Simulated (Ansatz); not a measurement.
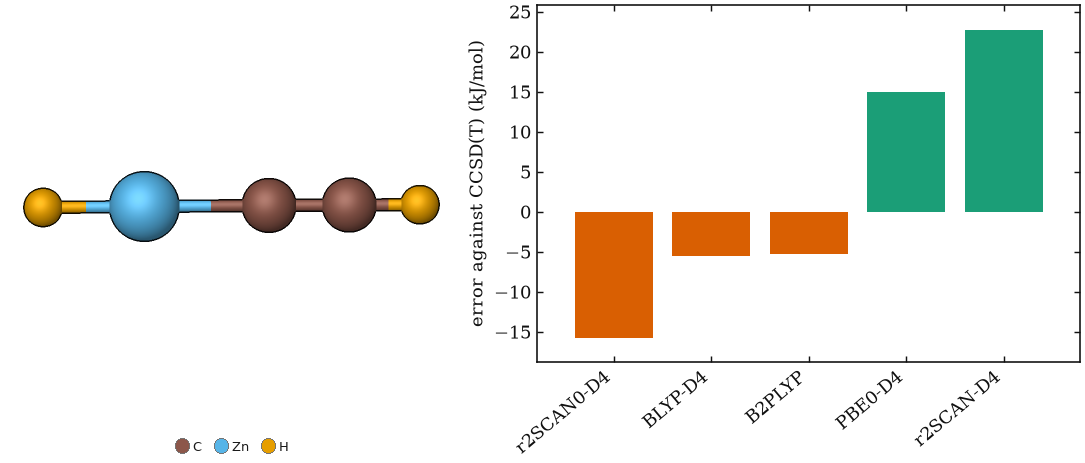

Error in the electronic atomisation energy (method less reference, so positive means overbinding) of C₂H₂Zn, SMILES C#[C][ZnH], singlet: functionals in def2-TZVPP against frozen-core CCSD(T) at the limit (MP2 extrapolated from triple and quadruple zeta, plus CCSD(T) less MP2 in a smaller set), which gives 1701.3 kJ/mol, at a PBE0-D4/def2-TZVP geometry (no frequency check), no zero-point or spin-orbit term, the Ansatz code. The reference leaves out core correlation, a term that grows with the number of heavy atoms. Choice of cores on heavy atoms: Zn/Cu 3s3p. B2PLYP holds a correlation term that converges slowly with the basis, so part of the distance to the limit is basis error. No dispersion term is added to B2PLYP.

Which of these levels overbind, and which underbind?

Answer. Overbind: r2SCAN-D4. Underbind: r2SCAN0-D4. Within 15 kJ/mol of zero, too close to call in view of what the reference leaves out: BLYP-D4, B2PLYP and PBE0-D4.

What range do the values span?

Answer. From −15.7 kJ/mol (r2SCAN0-D4) to 22.8 kJ/mol (r2SCAN-D4).

Caveats, for all or some of the runs: no scalar relativity up to krypton.
